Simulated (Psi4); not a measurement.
# triplet GeH2F2 at 5 levels

We compute a comparison of 5 runs (U-revPBE/cc-pVDZ, UBLYP/cc-pVDZ, UM06-L/cc-pVDZ, UPBE/cc-pVDZ, USVWN5/cc-pVDZ) of triplet GeH2F2. 

The calculation is run with Psi4 1.11.

2 further runs of the same task are left out: 2 set aside as unsound or not needed.

**1. Starting point**

GeH2F2: 5 atoms, total charge 0, spin state triplet. SMILES of the parent species: `[F][GeH2][F]`. Geometry: relaxed at PBE0-D4/def2-TZVP. That shape belongs to the parent species and isn't relaxed for this state.

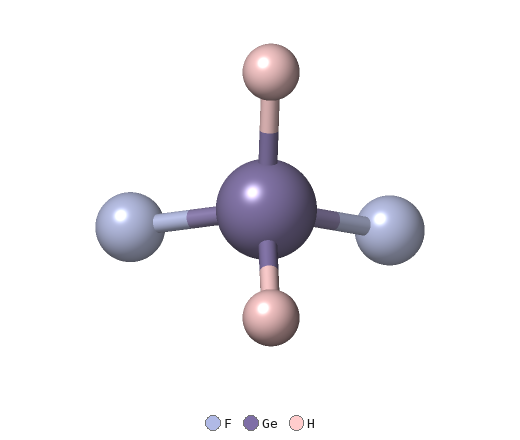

The structure, seen from a chosen angle (fluorine light blue, germanium purple, hydrogen pink).

**2. Energy and gradient at U-revPBE/cc-pVDZ (run 1)**

f2geh2.py

```python
import psi4

psi4.set_memory('1600 MB')
psi4.set_num_threads(1)
psi4.core.set_output_file('f2geh2.out', False)

geom = psi4.geometry("""
0 3
F     -0.572600     0.228500     1.525800
Ge     0.103000    -0.071300    -0.032200
F     -0.974500     0.694200    -1.139700
H      0.047300    -1.576200    -0.286700
H      1.446600     0.651000    -0.108600
symmetry c1
""")

psi4.set_options({
    'reference': 'uks',
    'puream': True,
    'e_convergence': 1e-09,
    'd_convergence': 1e-08,
    'scf_type': 'pk',
    'dft_radial_points': 99,
    'dft_spherical_points': 590,
    'maxiter': 200,
})

E, wfn = psi4.gradient("revpbe/cc-pVDZ", molecule=geom, return_wfn=True)
psi4.oeprop(wfn, "WIBERG_LOWDIN_INDICES", "MAYER_INDICES", "QUADRUPOLE", title="REVPBE")
print('gradient / Eh bohr^-1')
print(E.np.round(6))
print(f'energy = {wfn.energy():.10f} Eh')
```

Run with:

```bash
$ python f2geh2.py
```

f2geh2.out:

```text
[...]
  Running in c1 symmetry.
[...]
  Nuclear repulsion =  222.041292592456301
[...]
  Multiplicity = 3
[...]
  Nalpha       = 27
  Nbeta        = 25
[...]
    Number of basis functions: 65
[...]
   @UKS iter   1: -2276.76271970661401   -2.49010e+00   1.73324e-02 ADIIS/DIIS
[...]
   @UKS iter  16: -2277.41921169458647   -1.04592e-11   6.15820e-09 DIIS
[...]
   @S^2 Observed:                2.003752215E+00
[...]
    Orbital Energies [Eh]
    ---------------------
    Alpha Occupied:
       1A   -397.158181     2A    -49.246231     3A    -43.852388
       4A    -43.851928     5A    -43.851550     6A    -24.289345
       7A    -24.289336     8A     -6.040074     9A     -4.253187
      10A     -4.252595    11A     -4.252088    12A     -1.175479
      13A     -1.167168    14A     -1.155341    15A     -1.153096
      16A     -1.151921    17A     -1.079712    18A     -1.054610
      19A     -0.552793    20A     -0.425385    21A     -0.414940
      22A     -0.413048    23A     -0.369330    24A     -0.356319
      25A     -0.347566    26A     -0.343991    27A     -0.043891
    Alpha Virtual:
[...]
  @UKS Final Energy: -2277.41921169458647
   => Energetics <=
    Nuclear Repulsion Energy =            222.0412925924563012
    One-Electron Energy =               -3615.6182921380232074
    Two-Electron Energy =                1216.6456224368016592
    DFT Exchange-Correlation Energy =    -100.4878345858210906
    Empirical Dispersion Energy =           0.0000000000000000
    VV10 Nonlocal Energy =                  0.0000000000000000
    Total Energy =                      -2277.4192116945864655
[...]
  -Total Gradient:
     Atom            X                  Y                   Z
    ------   -----------------  -----------------  -----------------
       1        0.026968250039    -0.010961395434    -0.074707311736
       2        0.018398311575    -0.011183425492    -0.004746687157
       3        0.046650839754    -0.033766532389     0.055804033408
       4       -0.004679077974     0.093893682320     0.017112436338
       5       -0.087485935442    -0.037892527723     0.006575568908
[...]
 Multipole Moments:
 ------------------------------------------------------------------------------------
     Multipole            Electronic (a.u.)      Nuclear  (a.u.)        Total (a.u.)
 ------------------------------------------------------------------------------------
 L = 1.  Multiply by 2.5417464519 to convert [e a0] to [Debye]
 Dipole X            :          0.2790663            0.2243122            0.5033784
 Dipole Y            :         -0.1697233           -0.1362931           -0.3060164
 Dipole Z            :         -0.0718421           -0.0575851           -0.1294272
 Magnitude           :                                                    0.6031478
 L = 2.  Multiply by 1.3450342976 to convert [e a0^2] to [Debye ang]
 Quadrupole XX       :        -65.5210661           44.0237825          -21.4972836
 Quadrupole XY       :         20.4685759          -20.4930005           -0.0244247
[...]
```

The script printed:

```text
gradient / Eh bohr^-1
[[ 0.026968 -0.010961 -0.074707]
 [ 0.018398 -0.011183 -0.004747]
 [ 0.046651 -0.033767  0.055804]
 [-0.004679  0.093894  0.017112]
 [-0.087486 -0.037893  0.006576]]
energy = -2277.4192116946 Eh
```

It took 33 s on 1 thread of Intel Xeon Platinum 8559C (Emerald Rapids), shared host; peak memory 0.88 GiB.

**3. Energy and gradient at UBLYP/cc-pVDZ (run 2)**

calc.in

```
memory 1600 mb

molecule mol {
  0 3
  F     -0.572600     0.228500     1.525800
  Ge     0.103000    -0.071300    -0.032200
  F     -0.974500     0.694200    -1.139700
  H      0.047300    -1.576200    -0.286700
  H      1.446600     0.651000    -0.108600
  symmetry c1
}

set basis cc-pVDZ
set reference uks
set puream true
set e_convergence 1e-09
set d_convergence 1e-08
set scf_type pk
set dft_radial_points 99
set dft_spherical_points 590
set maxiter 200

e, wfn = gradient('blyp', return_wfn=True)
oeprop(wfn, 'MULLIKEN_CHARGES', 'QUADRUPOLE', 'WIBERG_LOWDIN_INDICES', title='BLYP')
```

Run with:

```bash
$ psi4 -i calc.in -o calc.out -n 1
```

calc.out, cut to the lines that bear on the results:

```text
[...]
  Running in c1 symmetry.
[...]
  Nuclear repulsion =  222.041292592456301
[...]
  Multiplicity = 3
[...]
  Nalpha       = 27
  Nbeta        = 25
[...]
    Number of basis functions: 65
[...]
   @UKS iter   1: -2277.04870077750411   -2.52079e+00   1.72040e-02 ADIIS/DIIS
[...]
   @UKS iter  16: -2277.68793398345997   -5.45697e-12   2.84850e-09 DIIS
[...]
   @S^2 Observed:                2.004495076E+00
[...]
  @UKS Final Energy: -2277.68793398345997
   => Energetics <=
    Nuclear Repulsion Energy =            222.0412925924563012
    One-Electron Energy =               -3615.5598982130454715
    Two-Electron Energy =                1216.5933410942561750
    DFT Exchange-Correlation Energy =    -100.7626694571268473
    Empirical Dispersion Energy =           0.0000000000000000
    VV10 Nonlocal Energy =                  0.0000000000000000
    Total Energy =                      -2277.6879339834599705
[...]
  -Total Gradient:
     Atom            X                  Y                   Z
    ------   -----------------  -----------------  -----------------
       1        0.026956689207    -0.010900192432    -0.075386004843
       2        0.018894378294    -0.011488381790    -0.004873656968
       3        0.046839799722    -0.033936332262     0.056438727442
       4       -0.005250953683     0.093726081802     0.017167980811
       5       -0.087585349096    -0.037312703496     0.006690424196
[...]
 Multipole Moments:
 ------------------------------------------------------------------------------------
     Multipole            Electronic (a.u.)      Nuclear  (a.u.)        Total (a.u.)
 ------------------------------------------------------------------------------------
 L = 1.  Multiply by 2.5417464519 to convert [e a0] to [Debye]
 Dipole X            :          0.2963535            0.2243122            0.5206657
 Dipole Y            :         -0.1802160           -0.1362931           -0.3165091
 Dipole Z            :         -0.0762700           -0.0575851           -0.1338551
 Magnitude           :                                                    0.6238493
 L = 2.  Multiply by 1.3450342976 to convert [e a0^2] to [Debye ang]
 Quadrupole XX       :        -65.5168450           44.0237825          -21.4930625
 Quadrupole XY       :         20.4941068          -20.4930005            0.0011063
[...]
  Mulliken Charges: (a.u.)
   Center  Symbol    Alpha    Beta     Spin     Total
[...]
```

Wall time 32 s (1 thread of Intel Xeon Platinum 8559C (Emerald Rapids), shared host); peak memory 0.89 GiB.

**4. Energy and gradient at UM06-L/cc-pVDZ (run 3)**

job.inp

```
memory 1.6 GB

molecule mol {
  0 3
  F
  Ge 1 r2
  F 2 r3 1 a3
  H 2 r4 3 a4 1 d4
  H 2 r5 4 a5 1 d5

  r2 = 1.724436
  r3 = 1.724399
  a3 = 104.9681
  r4 = 1.527284
  a4 = 107.91501
  d4 = 114.89937
  r5 = 1.527356
  a5 = 119.3225
  d5 = 123.52917
  symmetry c1
  no_reorient
  no_com
}

set reference uks
set puream true
set e_convergence 1e-09
set d_convergence 1e-08
set scf_type pk
set dft_radial_points 99
set dft_spherical_points 590
set maxiter 200

e, wfn = gradient('m06-l/cc-pVDZ', return_wfn=True)
oeprop(wfn, 'WIBERG_LOWDIN_INDICES', 'DIPOLE', 'LOWDIN_CHARGES', title='M06-L')
```

Run with:

```bash
$ psi4 -i job.inp -o job.out -n 1
```

job.out:

```text
[...]
  Running in c1 symmetry.
[...]
  Nuclear repulsion =  222.041302177414025
[...]
  Multiplicity = 3
[...]
  Nalpha       = 27
  Nbeta        = 25
[...]
    Number of basis functions: 65
[...]
   @UKS iter   1: -2276.95145772287151   -2.68499e+00   1.68857e-02 ADIIS/DIIS
[...]
   @UKS iter  16: -2277.55792378801289   -2.72848e-12   5.69608e-09 DIIS
[...]
   @S^2 Observed:                2.006444228E+00
[...]
    Orbital Energies [Eh]
    ---------------------
    Alpha Occupied:
       1A   -398.170783     2A    -49.769147     3A    -44.189966
       4A    -44.189291     5A    -44.188994     6A    -24.514931
       7A    -24.514925     8A     -6.292204     9A     -4.414765
      10A     -4.413671    11A     -4.413092    12A     -1.231889
      13A     -1.222251    14A     -1.202701    15A     -1.201114
      16A     -1.199600    17A     -1.159661    18A     -1.134391
      19A     -0.577083    20A     -0.446676    21A     -0.438605
      22A     -0.435983    23A     -0.392967    24A     -0.380699
      25A     -0.372582    26A     -0.367137    27A     -0.044888
    Alpha Virtual:
[...]
  @UKS Final Energy: -2277.55792378801289
   => Energetics <=
    Nuclear Repulsion Energy =            222.0413021774140248
    One-Electron Energy =               -3615.9755173598323381
    Two-Electron Energy =                1217.0834013524818147
    DFT Exchange-Correlation Energy =    -100.7071099580759892
    Empirical Dispersion Energy =           0.0000000000000000
    VV10 Nonlocal Energy =                  0.0000000000000000
    Total Energy =                      -2277.5579237880128858
[...]
  -Total Gradient:
     Atom            X                  Y                   Z
    ------   -----------------  -----------------  -----------------
       1        0.000003989461    -0.002773430377     0.066362063049
       2        0.000007221721     0.023666391539     0.018190701685
       3        0.000003768571     0.063408494220    -0.019825608778
       4        0.084124534289    -0.041977341018    -0.032228822440
       5       -0.084139521663    -0.041992912605    -0.032244112145
[...]
 Multipole Moments:
 ------------------------------------------------------------------------------------
     Multipole            Electronic (a.u.)      Nuclear  (a.u.)        Total (a.u.)
 ------------------------------------------------------------------------------------
 L = 1.  Multiply by 2.5417464519 to convert [e a0] to [Debye]
 Dipole X            :         -0.0001324            0.0000160           -0.0001164
 Dipole Y            :          0.3024587            0.2131709            0.5156296
 Dipole Z            :          0.2323415            0.1636033            0.3959448
 Magnitude           :                                                    0.6501125
[...]
```

Wall time 46 s (1 thread of Intel Xeon Platinum 8559C (Emerald Rapids), shared host); peak memory 1 GiB.

Run 4 isn't shown in full; the table further down has it.

**5. Energy and forces at USVWN5/cc-pVDZ (run 5)**

f2geh2.xyz

```xyz
5
F2GeH2
F     -0.572600     0.228500     1.525800
Ge     0.103000    -0.071300    -0.032200
F     -0.974500     0.694200    -1.139700
H      0.047300    -1.576200    -0.286700
H      1.446600     0.651000    -0.108600
```

job.py

```python
import psi4

psi4.set_memory(1600000000)
psi4.set_num_threads(1)
psi4.set_output_file('run.log', False)

with open('f2geh2.xyz') as f:
    atoms = ''.join(f.readlines()[2:])
mol = psi4.geometry('0 3\n' + atoms + 'symmetry c1\nno_reorient\nno_com')

psi4.set_options({
    'basis': 'cc-pVDZ',
    'reference': 'uks',
    'puream': True,
    'e_convergence': 1e-09,
    'd_convergence': 1e-08,
    'scf_type': 'pk',
    'dft_radial_points': 99,
    'dft_spherical_points': 590,
    'maxiter': 200,
})

energy_value, wavefunction = psi4.gradient("scf", dft_functional={"name": "SVWN5", "x_functionals": {"LDA_X": {}}, "c_functionals": {"LDA_C_VWN": {}}}, molecule=mol, return_wfn=True)
psi4.oeprop(wavefunction, "WIBERG_LOWDIN_INDICES", "MULLIKEN_CHARGES", "MAYER_INDICES", title="SCF")
print('gradient / Eh bohr^-1')
print(energy_value.np.round(6))
print(f'energy = {wavefunction.energy():.10f} Eh')
```

Run with:

```bash
$ python job.py
```

run.log, cut to the lines that bear on the results:

```text
[...]
  Running in c1 symmetry.
[...]
  Nuclear repulsion =  222.041292592456301
[...]
  Multiplicity = 3
[...]
  Nalpha       = 27
  Nbeta        = 25
[...]
    Number of basis functions: 65
[...]
   @UKS iter   1: -2272.53757705830867   -2.43620e+00   1.75702e-02 ADIIS/DIIS
[...]
   @UKS iter  19: -2273.21855413757066    1.36424e-12   4.89113e-09 DIIS
[...]
   @S^2 Observed:                2.002942516E+00
[...]
  @UKS Final Energy: -2273.21855413757066
   => Energetics <=
    Nuclear Repulsion Energy =            222.0412925924563012
    One-Electron Energy =               -3615.5323527491455025
    Two-Electron Energy =                1216.4996971777131876
    DFT Exchange-Correlation Energy =     -96.2271911585944935
    Empirical Dispersion Energy =           0.0000000000000000
    VV10 Nonlocal Energy =                  0.0000000000000000
    Total Energy =                      -2273.2185541375706634
[...]
 Multipole Moments:
 ------------------------------------------------------------------------------------
     Multipole            Electronic (a.u.)      Nuclear  (a.u.)        Total (a.u.)
 ------------------------------------------------------------------------------------
 L = 1.  Multiply by 2.5417464519 to convert [e a0] to [Debye]
 Dipole X            :         17.8387500          -17.2607584            0.5779916
 Dipole Y            :         -9.9842348            9.6328789           -0.3513559
 Dipole Z            :         -4.0210243            3.8724268           -0.1485975
 Magnitude           :                                                    0.6925363
[...]
  -Total Gradient:
     Atom            X                  Y                   Z
    ------   -----------------  -----------------  -----------------
       1        0.018912449643    -0.006982556747    -0.061181104472
       2        0.036922343568    -0.022445470149    -0.009506764779
       3        0.035267676628    -0.025932873840     0.047271424339
       4       -0.009414455740     0.085337541151     0.016331982130
       5       -0.081818997510    -0.029896951093     0.007118219701
[...]
  Mulliken Charges: (a.u.)
   Center  Symbol    Alpha    Beta     Spin     Total
       1     F     4.71632  4.49178  0.22454 -0.20810
       2    GE    16.00579 15.55769  0.44810  0.43652
       3     F     4.71630  4.49181  0.22449 -0.20811
       4     H     0.78075  0.22940  0.55136 -0.01015
[...]
```

On the terminal:

```text
gradient / Eh bohr^-1
[[ 0.018912 -0.006983 -0.061181]
 [ 0.036922 -0.022445 -0.009507]
 [ 0.035268 -0.025933  0.047271]
 [-0.009414  0.085338  0.016332]
 [-0.081819 -0.029897  0.007118]]
energy = -2273.2185541376 Eh
```

Wall time 29 s (1 thread of Intel Xeon Platinum 8559C (Emerald Rapids), shared host); peak memory 0.56 GiB.

**6. Overview of the runs**

```
run             level   energy (Eh)  dipole moment (D)  HOMO energy (eV)   ⟨S²⟩  wall time
  1  U-revPBE/cc-pVDZ  -2277.419212               1.53             -1.19  2.004       33 s
  2     UBLYP/cc-pVDZ  -2277.687934               1.59             -1.15  2.004       32 s
  3    UM06-L/cc-pVDZ  -2277.557924               1.65             -1.22  2.006       46 s
  4      UPBE/cc-pVDZ  -2277.142974               1.60             -1.25  2.004       32 s
  5    USVWN5/cc-pVDZ  -2273.218554               1.76             -1.35  2.003       29 s
```

**7. Outcome**

| quantity | value |
| --- | --- |
| run 5: total energy | -2273.21855 Eh |
| run 5: dipole moment | 1.76 D |
| run 5: HOMO energy (highest over α and β) | -1.35 eV |
| run 5: ⟨S²⟩ | 2.003 |
| run 5: largest force on an atom | 4.494 eV/Å |

What this shows: The dipole moment (its size) runs from 1.53 D (U-revPBE/cc-pVDZ) to 1.76 D (USVWN5/cc-pVDZ). Totals of different functionals can't be ranked against each other. All runs together took 2.9 min, the longest 46 s.
